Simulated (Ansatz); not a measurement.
# AsH (triplet): from a generated start to a stationary point

Aim: relax a generated start of AsH (triplet) and see which bonds hold.

Program: Ansatz 0.2.0, Gaussian basis. Level of theory: UKS PBE0/def2-TZVP. These are calculated values, not measurements.

### Step 1. Starting geometry

2 atoms, charge 0, spin multiplicity 3.

Atoms are counted from 1 here; the program's logs count them from 0.

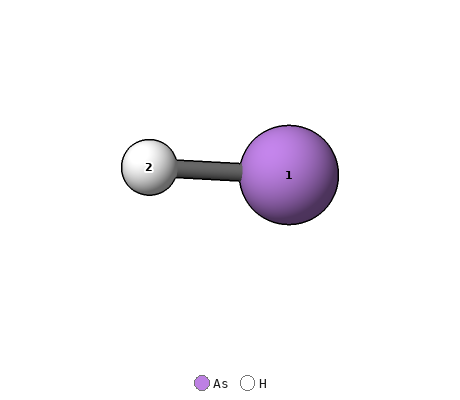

As it starts; arsenic purple, hydrogen white; atoms are numbered from 1 in the order of the file.

Coordinates:

```xyz
2
AsH
As    0.0000    0.0000    0.0000
H     0.0000    0.0000    1.5000
```

The start is set by covalent radii. Sticks and bond lists go by distance. No spin-orbit coupling is included. 

### Step 2. Relaxation

Input file in.yaml:

```yaml
crystal:
  periodic: [false, false, false]
  atoms:
    - {symbol: As, position_ang: [0.000000, 0.000000, 0.000000]}
    - {symbol: H, position_ang: [0.000000, 0.000000, 1.500000]}
basis:
  gaussian: {orbitals: def2-TZVP}
magnetization: {spin_polarized: true, initial_magnetization: 2}
hamiltonian: {xc: pbe0}
relax: {f_tol: 0.004, max_steps: 80}
```

Command:

```console
$ ansatz run in.yaml --threads 1 --pin off --events-out ev --progress --plain --max-ram 2176MiB
```

Before running it: what results should come out? Wanted: energy gained; shift from the start; total energy; dipole moment; ⟨S²⟩.

**Answer**, as computed:

| quantity | value |
| --- | --- |
| steps | 3 |
| energy gained | 0.009 eV |
| shift from the start (rms) | 0.016 Å |
| total energy | -60848.6432 eV |
| dipole moment | 0.22 D |
| ⟨S²⟩ | 2.006 |

**Reading.** The bonds of the start are those of the end. As1–H2 went from 1.500 to 1.531 Å. No vibrations were run, so this is a stationary point, not a proven minimum, and this spin need not be the ground state's.
